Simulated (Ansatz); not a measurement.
# O2: the cost of one run

Program: Ansatz 0.2.0 through its Python package. The levels of theory stand in the script. These are calculated values, not measurements.

### 1 The system

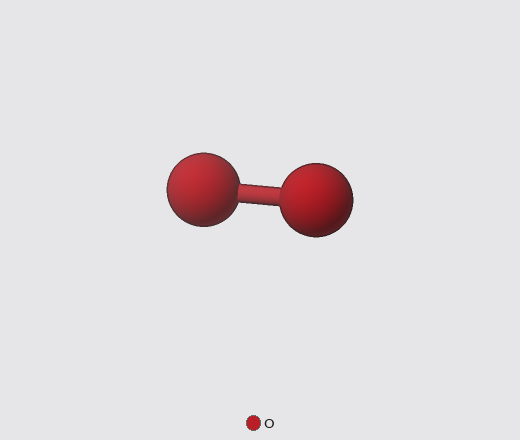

The starting structure, viewed from a chosen angle; oxygen red.

The script holds or builds the structure itself.

### 2 The script

File methods_o2.py:

```python
"""O2 at several levels of theory."""

import ansatz as az
from ase import Atoms


def main() -> None:
    atoms = Atoms(["O", "O"], positions=[
        [0.0, 0.0, 0.0],
        [0.0, 0.0, 1.2],
    ])
    mol = az.Crystal.molecule_from_ase(atoms)

    job = (
        mol.calculation()
        .basis(gaussian="def2-SVP")  # atom-centred Gaussian functions
        .spin("collinear", total=2)
        .accuracy("medium")
    )

    methods = ["mp2", "ccsd", "ccsd_t", "ccsdt"]
    reports = [job.correlation(m).run().report for m in methods]
    print(f"Hartree-Fock reference {reports[0]['reference_energy_ev'] / 27.211386246:.6f} Ha")
    best = reports[-1]["free_energy_ev"] - reports[-1]["reference_energy_ev"]
    for method, each in zip(methods, reports):
        gained = each["free_energy_ev"] - each["reference_energy_ev"]
        print(f"{method:8s} total {each['free_energy_ev'] / 27.211386246:.6f} Ha  correlation {gained:9.4f} eV  ({100 * gained / best:.1f} % of the last)")


if __name__ == "__main__":
    main()
```

### 3 The run

Run with:

```sh
python methods_o2.py
```

Q: Estimate wall time and peak memory on 1 thread of Arm Neoverse V1, shared host.

About 3.7 s, with a peak of 0.19 GiB.
